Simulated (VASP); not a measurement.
Band structure of MgO (relaxed from the CsCl structure, space group Pm-3m). These are r2SCAN meta-GGA, VASP's PBE PAW potentials (set 64) (plane waves; VASP) values and carry that method's errors.

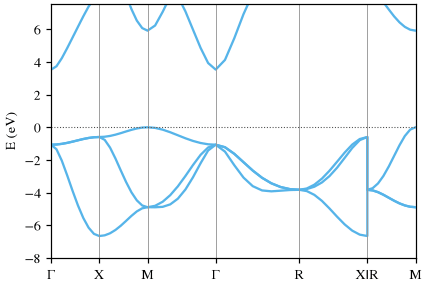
Figure: Bands along high-symmetry lines, zero at the valence-band maximum or, without a gap, the Fermi level

Task: Read the plot: is there a gap, and where are the band edges?

Result: The gap is indirect, 3.53 eV, from the valence maximum at M to the conduction minimum at Γ.

The structure was generated: MgO was put into the CsCl type (Pm-3m), which need not be its known phase. It was relaxed first.
